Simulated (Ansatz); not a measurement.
System: H₃O···ClH₃Si (SMILES [OH3+].[SiH3]Cl) (charge +1).

The calculation's input:

```
crystal:
  periodic: [false, false, false]
  atoms:
    - {symbol: O, position_ang: [-0.251338, 0.699869, -2.011386]}
    - {symbol: H, position_ang: [0.461129, 1.137308, -2.507472]}
    - {symbol: H, position_ang: [0.112186, 0.034124, -1.253335]}
    - {symbol: H, position_ang: [-0.885180, 0.278418, -2.616083]}
    - {symbol: Si, position_ang: [0.046190, -0.356535, 1.871318]}
    - {symbol: Cl, position_ang: [0.717879, -1.078005, -0.038252]}
    - {symbol: H, position_ang: [-1.382881, -0.056454, 1.665269]}
    - {symbol: H, position_ang: [0.868713, 0.838712, 2.128945]}
    - {symbol: H, position_ang: [0.313301, -1.497636, 2.760996]}
basis:
  gaussian: {orbitals: "def2-TZVPPD.json"}
total_charge: 1
hamiltonian: {xc: pbe0, dispersion: d4}
output: {orbitals: {seedname: orbitals}}
```

Launched as:

```sh
ansatz run in.yaml --threads 4 --pin off --events-out ev --progress --plain --max-ram 9574MiB
```

Geometry: PBE0-D4/def2-TZVP.

Theory: RKS PBE0-D4/def2-TZVPPD in Ansatz 0.2.0.

Predict the electron density and electron localisation function between the atoms.

Answer. Si–Cl (2.15 Å): ρ at the midpoint is about 0.75 e/Å³; the ELF peaks at about 0.90 between the atoms, as expected for a polar covalent bond.
Si–H (1.47 Å): ρ at the midpoint is about 0.86 e/Å³; the ELF climbs to about 1 towards the hydrogen, as it does in any bond to H.

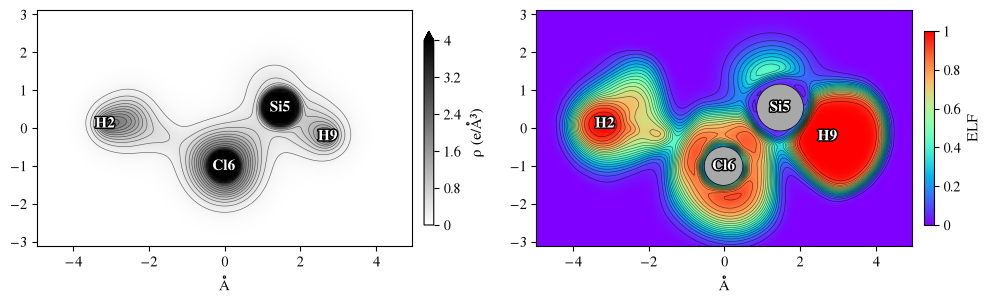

Computed electron density and electron localisation function on the plane of atoms Cl6, Si5 and H9, in this order. Grey discs cover the atomic cores in the ELF map. 
